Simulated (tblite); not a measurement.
## Run report: C$_{4}$H$_{12}$PSi$_{2}$, geometry relaxation (part 1 of 2)

System: C$_{4}$H$_{12}$PSi$_{2}$, multiplicity 2, SMILES C=C[C@H](C)[SiH2][SiH]P.
Method: GFN2-xTB geometry optimisation, gas phase (tblite 0.8.0).

It belongs to a series of runs on one base structure; here: H removed from Si.

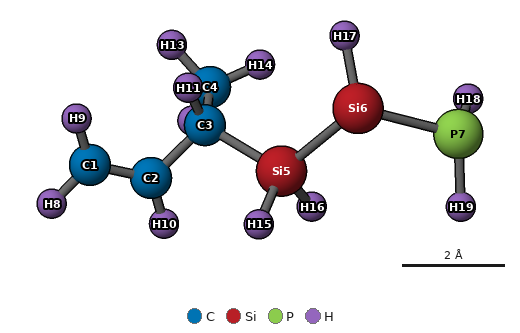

The structure as given in the input (ball-and-stick view, seen at a tilt; atoms are numbered from 1 in the order of the input). Bond lengths as drawn: C–C 1.32 to 1.52 Å, C–H 1.06 to 1.12 Å, C–Si 1.83 Å, H–P 1.46 Å, H–Si 1.46 to 1.47 Å, P–Si 2.20 Å and Si–Si 2.22 Å.

The input:
```
{"job": {"kind": "relax", "xc": "GFN2-xTB", "basis": "xTB"}, "charge": 0, "multiplicity": 2}
C     -2.940600    -1.165700    -0.167000
C     -1.842500    -0.767900    -0.777200
C     -0.833000    -0.021400     0.051000
C     -1.055300     1.441000    -0.290900
Si     0.806600    -0.688300    -0.411200
Si     2.409100    -0.306200     1.072400
P      4.203900     0.330800    -0.025000
H     -3.658500    -1.709000    -0.775800
H     -3.157700    -0.965000     0.873100
H     -1.631900    -0.974400    -1.794300
H     -1.048200    -0.137200     1.141700
H     -1.517100     1.510000    -1.299200
H     -1.838600     1.817500     0.419800
H     -0.163400     2.064800    -0.175900
H      0.634600    -2.143600    -0.519300
H      1.203600    -0.231400    -1.745700
H      2.033300     0.660500     2.100000
H      4.085400     1.737500    -0.380700
H      4.300600    -0.442800    -1.257600
```

The first line tells a small driver script what to run in tblite; the rest is the geometry in Å.

Machine: 1 CPU thread, shared host.

Run as:
```bash
OMP_NUM_THREADS=1 python <driver script> task.json out
```

Log:
```
step      E/eV     max force
  0    -558.37195    2.126
  1    -558.61360    1.447
  2    -558.83270    1.240
  3    -559.03072    1.675
  4    -559.17726    0.967
  5    -559.24123    0.422
  6    -559.26830    0.333
  7    -559.28607    0.363
  8    -559.30607    0.368
  9    -559.32094    0.308
 10    -559.33361    0.329
 11    -559.34604    0.267
 12    -559.35966    0.265
 13    -559.37049    0.246
 14    -559.37797    0.184
 15    -559.38470    0.215
 16    -559.39099    0.218
 17    -559.39639    0.199
 18    -559.40143    0.176
 19    -559.40665    0.227
 20    -559.41278    0.249
 21    -559.41919    0.210
 22    -559.42388    0.152
 23    -559.42714    0.134
 24    -559.43023    0.130
 25    -559.43335    0.138
 26    -559.43702    0.138
 27    -559.44153    0.148
 28    -559.44726    0.204
 29    -559.45462    0.223
 30    -559.46276    0.188
 31    -559.46959    0.172
 32    -559.47532    0.200
 33    -559.48129    0.189
 34    -559.48605    0.177
 35    -559.48874    0.168
 36    -559.49196    0.130
 37    -559.49448    0.109
 38    -559.49706    0.116
 39    -559.50039    0.127
 40    -559.50354    0.109
 41    -559.50592    0.091
 42    -559.50794    0.099
 43    -559.51051    0.142
 44    -559.51370    0.151
 45    -559.51673    0.117
 46    -559.51839    0.109
 47    -559.51953    0.089
 48    -559.52046    0.069
 49    -559.52164    0.058
 50    -559.52272    0.063
 51    -559.52426    0.080
 52    -559.52548    0.094
 53    -559.52658    0.094
 54    -559.52769    0.085
 55    -559.52904    0.091
 56    -559.53039    0.073
 57    -559.53151    0.076
 58    -559.53245    0.073
 59    -559.53353    0.081
 60    -559.53496    0.096
 61    -559.53663    0.090
 62    -559.53812    0.102
 63    -559.53927    0.096
 64    -559.54014    0.076
 65    -559.54077    0.077
 66    -559.54134    0.079
 67    -559.54192    0.053
 68    -559.54261    0.068
 69    -559.54338    0.070
 70    -559.54471    0.094
 71    -559.54627    0.133
 72    -559.54832    0.155
 73    -559.55070    0.144
 74    -559.55135    0.159
 75    -559.55373    0.115
 76    -559.55457    0.069
 77    -559.55582    0.050
 78    -559.55636    0.057
 79    -559.55732    0.075
 80    -559.55787    0.057
 81    -559.55840    0.049
 82    -559.55881    0.049
 83    -559.55922    0.050
 84    -559.55959    0.041
 85    -559.55998    0.058
 86    -559.56042    0.071
 87    -559.56085    0.061
 88    -559.56117    0.051
 89    -559.56142    0.037
 90    -559.56165    0.036
 91    -559.56191    0.040
 92    -559.56217    0.040
 93    -559.56242    0.033
 94    -559.56267    0.038
 95    -559.56293    0.036
 96    -559.56315    0.037
 97    -559.56336    0.035
 98    -559.56358    0.048
 99    -559.56384    0.052
100    -559.56411    0.041
101    -559.56433    0.044
102    -559.56449    0.038
103    -559.56473    0.036
104    -559.56497    0.040
105    -559.56518    0.029
106    -559.56529    0.025
107    -559.56539    0.030
108    -559.56551    0.041
109    -559.56573    0.043
110    -559.56622    0.042
111    -559.56663    0.067
112    -559.56713    0.054
113    -559.56773    0.053
114    -559.56786    0.164
115    -559.56880    0.049
116    -559.56929    0.040
117    -559.57009    0.034
118    -559.57037    0.038
119    -559.57074    0.056
120    -559.57117    0.048
121    -559.57173    0.041
122    -559.57224    0.042
123    -559.57261    0.058
124    -559.57290    0.050
125    -559.57328    0.044
126    -559.57384    0.058
127    -559.57441    0.042
128    -559.57502    0.047
129    -559.57579    0.058
130    -559.57641    0.069
131    -559.57713    0.073
132    -559.57799    0.053
133    -559.57925    0.069
134    -559.58001    0.044
135    -559.58040    0.039
136    -559.58069    0.045
137    -559.58102    0.044
138    -559.58156    0.046
139    -559.58214    0.051
140    -559.58262    0.049
141    -559.58297    0.040
142    -559.58320    0.042
143    -559.58341    0.039
144    -559.58368    0.032
145    -559.58405    0.039
146    -559.58449    0.042
147    -559.58495    0.047
148    -559.58540    0.057
149    -559.58599    0.055
150    -559.58669    0.052
151    -559.58769    0.085
152    -559.58836    0.080
153    -559.58944    0.099
154    -559.59016    0.060
155    -559.59106    0.102
156    -559.59204    0.083
157    -559.59296    0.073
158    -559.59404    0.082
159    -559.59478    0.076
160    -559.59607    0.097
161    -559.59712    0.060
162    -559.59699    0.222
163    -559.59839    0.047
164    -559.59876    0.042
165    -559.59963    0.092
166    -559.60005    0.044
167    -559.60038    0.038
168    -559.60101    0.051
169    -559.60145    0.060
170    -559.60199    0.057
171    -559.60250    0.058
172    -559.60299    0.063
173    -559.60337    0.047
174    -559.60373    0.052
175    -559.60412    0.030
176    -559.60437    0.038
177    -559.60466    0.041
178    -559.60506    0.046
179    -559.60564    0.050
180    -559.60629    0.048
181    -559.60679    0.052
182    -559.60710    0.046
183    -559.60735    0.068
184    -559.60762    0.053
185    -559.60797    0.044
186    -559.60849    0.050
187    -559.60895    0.057
188    -559.60950    0.050
189    -559.60999    0.050
190    -559.61040    0.042
191    -559.61065    0.027
192    -559.61079    0.024
193    -559.61087    0.018
194    -559.61093    0.026
195    -559.61099    0.027
196    -559.61104    0.028
197    -559.61110    0.028
198    -559.61117    0.032
199    -559.61124    0.041
200    -559.61133    0.045
201    -559.61147    0.046
202    -559.61167    0.041
203    -559.61191    0.038
204    -559.61220    0.035
205    -559.61254    0.035
206    -559.61298    0.040
207    -559.61349    0.052
208    -559.61385    0.093
209    -559.61419    0.100
210    -559.61504    0.049
211    -559.61553    0.035
212    -559.61649    0.061
213    -559.61693    0.057
214    -559.61748    0.046
215    -559.61786    0.090
216    -559.61817    0.054
217    -559.61843    0.030
218    -559.61865    0.047
219    -559.61880    0.044
220    -559.61894    0.023
221    -559.61904    0.020
222    -559.61917    0.020
223    -559.61929    0.021
224    -559.61945    0.026
225    -559.61964    0.026
226    -559.61984    0.033
227    -559.61993    0.065
228    -559.62013    0.030
229    -559.62025    0.028
230    -559.62040    0.016
231    -559.62046    0.020
232    -559.62052    0.016
233    -559.62057    0.015
234    -559.62063    0.017
235    -559.62070    0.019
236    -559.62080    0.022
237    -559.62094    0.023
238    -559.62109    0.027
239    -559.62112    0.064
240    -559.62137    0.031
241    -559.62150    0.019
242    -559.62164    0.017
243    -559.62174    0.017
244    -559.62186    0.020
245    -559.62195    0.019
246    -559.62205    0.024
247    -559.62212    0.016
248    -559.62219    0.023
249    -559.62224    0.014
250    -559.62231    0.011
251    -559.62236    0.012
252    -559.62242    0.012
253    -559.62246    0.014
254    -559.62249    0.018
255    -559.62252    0.022
256    -559.62257    0.022
257    -559.62263    0.020
258    -559.62270    0.015
259    -559.62276    0.014
260    -559.62282    0.015
261    -559.62288    0.015
262    -559.62294    0.022
263    -559.62300    0.024
264    -559.62307    0.021
265    -559.62315    0.025
266    -559.62326    0.028
267    -559.62337    0.029
268    -559.62347    0.024
269    -559.62355    0.019
270    -559.62362    0.020
271    -559.62368    0.020
272    -559.62373    0.015
273    -559.62378    0.015
274    -559.62382    0.013
275    -559.62385    0.018
276    -559.62387    0.018
277    -559.62390    0.013
278    -559.62392    0.008
```

Trajectory as extended XYZ (Å, eV, eV/Å), 11 of the 279 frames kept, from step=0 to step=278:
```
19
Properties=species:S:1:pos:R:3:forces:R:3 step=0 energy=-558.37195
C    -2.9406   -1.1657   -0.1670   -0.6030  -0.5560  -0.9240
C    -1.8425   -0.7679   -0.7772   -0.0620   0.0930   2.1230
C    -0.8330   -0.0214    0.0510   -1.2890   0.4440   0.1760
C    -1.0553    1.4410   -0.2909   -1.1110   0.7890   0.3960
Si    0.8066   -0.6883   -0.4112    0.7160  -1.1060  -1.0640
Si    2.4091   -0.3062    1.0724    0.4950   0.0470   0.4380
P     4.2039    0.3308   -0.0250    1.6110   0.3990   0.1230
H    -3.6585   -1.7090   -0.7758   -0.2280   0.0670   0.5130
H    -3.1577   -0.9650    0.8731    0.0230  -0.1180  -0.2900
H    -1.6319   -0.9744   -1.7943    0.1000   0.0160  -0.5720
H    -1.0482   -0.1372    1.1417    0.1610  -0.2210  -0.7910
H    -1.5171    1.5100   -1.2992    0.7070   0.2540   0.5230
H    -1.8386    1.8175    0.4198    0.6490   0.0040  -0.6610
H    -0.1634    2.0648   -0.1759   -0.2550  -0.0940  -0.2410
H     0.6346   -2.1436   -0.5193   -0.0210  -0.1560  -0.1190
H     1.2036   -0.2314   -1.7457   -0.1460   0.0620  -0.1960
H     2.0333    0.6605    2.1000    0.2520   0.2760   0.1850
H     4.0854    1.7375   -0.3807   -0.2960  -1.3070  -0.3900
H     4.3006   -0.4428   -1.2576   -0.7050   1.1070   0.7690
19
Properties=species:S:1:pos:R:3:forces:R:3 step=28 energy=-559.44726
C    -3.0696   -1.2816   -0.1334    0.0890   0.0370   0.0130
C    -1.9976   -0.7608   -0.7054    0.0140   0.0300  -0.0320
C    -0.9082   -0.0243    0.0027    0.1030  -0.1740   0.0230
C    -1.0054    1.4756   -0.2959    0.0650  -0.1440  -0.0070
Si    0.8119   -0.7144   -0.5323   -0.1230   0.0760  -0.0030
Si    2.4582   -0.2015    1.0096    0.0120  -0.1400   0.0240
P     4.4458    0.4140    0.1894    0.1000   0.0420  -0.0010
H    -3.8298   -1.7969   -0.6998    0.0590   0.0330   0.0550
H    -3.2319   -1.2034    0.9316    0.0080  -0.0450  -0.0570
H    -1.8637   -0.8407   -1.7788   -0.0770   0.0300   0.0320
H    -1.0190   -0.1812    1.0794   -0.0620   0.0640   0.0280
H    -1.1387    1.6259   -1.3668   -0.0390   0.0620   0.0680
H    -1.8525    1.9083    0.2365    0.0520   0.0370  -0.1250
H    -0.0936    1.9919    0.0057   -0.0870   0.0360   0.0710
H     0.7331   -2.1805   -0.6418   -0.0400  -0.0340   0.0090
H     0.9984   -0.2330   -1.9127    0.0240   0.0160  -0.0770
H     2.2819    0.8149    2.0651   -0.0910   0.0390  -0.0050
H     3.9081    1.5215   -0.4364    0.0290   0.0980  -0.0750
H     4.3628   -0.3246   -0.9789   -0.0360  -0.0630   0.0580
19
Properties=species:S:1:pos:R:3:forces:R:3 step=56 energy=-559.53039
C    -2.9810   -1.3673   -0.0722    0.0100  -0.0170  -0.0150
C    -2.0454   -0.6645   -0.6865   -0.0290  -0.0140  -0.0140
C    -0.8980    0.0018   -0.0127   -0.0290  -0.0300  -0.0150
C    -0.9451    1.5068   -0.2738    0.0170   0.0030   0.0410
Si    0.7659   -0.7523   -0.6250   -0.0380   0.0260   0.0570
Si    2.3888   -0.1782    0.9324   -0.0030  -0.0490  -0.0370
P     4.4044    0.5482    0.2728   -0.0290   0.0600   0.0120
H    -3.7927   -1.8282   -0.6104    0.0080   0.0040   0.0170
H    -2.9786   -1.5096    0.9973    0.0380  -0.0110  -0.0300
H    -2.0961   -0.5275   -1.7594    0.0180   0.0040  -0.0020
H    -0.9840   -0.1708    1.0654    0.0040   0.0270  -0.0250
H    -0.7751    1.7246   -1.3267   -0.0350   0.0020   0.0060
H    -1.9176    1.9107    0.0066    0.0100   0.0040  -0.0110
H    -0.1855    2.0197    0.3112    0.0540   0.0330   0.0000
H     0.5937   -2.2109   -0.6972    0.0180  -0.0530   0.0420
H     0.9474   -0.3403   -2.0292   -0.0240   0.0550  -0.0260
H     1.9947    0.8711    1.8991    0.0080   0.0160  -0.0050
H     3.8986    1.4211   -0.6808    0.0230  -0.0450  -0.0030
H     4.5958   -0.4453   -0.6728   -0.0200  -0.0140   0.0080
19
Properties=species:S:1:pos:R:3:forces:R:3 step=83 energy=-559.55922
C    -2.8572   -1.5002   -0.1369   -0.0020  -0.0180   0.0020
C    -2.0818   -0.5807   -0.6860   -0.0060   0.0320   0.0140
C    -0.9377    0.0760   -0.0010   -0.0080  -0.0060  -0.0010
C    -0.9146    1.5833   -0.2406   -0.0150  -0.0210   0.0000
Si    0.6913   -0.7391   -0.6245    0.0380  -0.0060   0.0320
Si    2.3166   -0.1174    0.9088   -0.0010  -0.0010  -0.0070
P     4.3169    0.6391    0.2474   -0.0060   0.0300   0.0170
H    -3.6556   -1.9812   -0.6761    0.0020   0.0310  -0.0140
H    -2.7216   -1.8143    0.8857    0.0160   0.0020  -0.0040
H    -2.2420   -0.2794   -1.7137   -0.0010  -0.0020   0.0100
H    -1.0194   -0.1040    1.0751    0.0090  -0.0250  -0.0110
H    -0.8529    1.8044   -1.3046   -0.0180   0.0050  -0.0030
H    -1.8171    2.0470    0.1538   -0.0380   0.0110  -0.0220
H    -0.0592    2.0414    0.2533    0.0080  -0.0050   0.0010
H     0.5201   -2.2005   -0.5992   -0.0170  -0.0140  -0.0110
H     0.8270   -0.3873   -2.0516   -0.0010   0.0150   0.0140
H     1.8900    0.9404    1.8534    0.0260   0.0170  -0.0040
H     3.8713    1.1325   -0.9694   -0.0010  -0.0190   0.0010
H     4.7163   -0.5504   -0.3360    0.0150  -0.0220  -0.0120
```
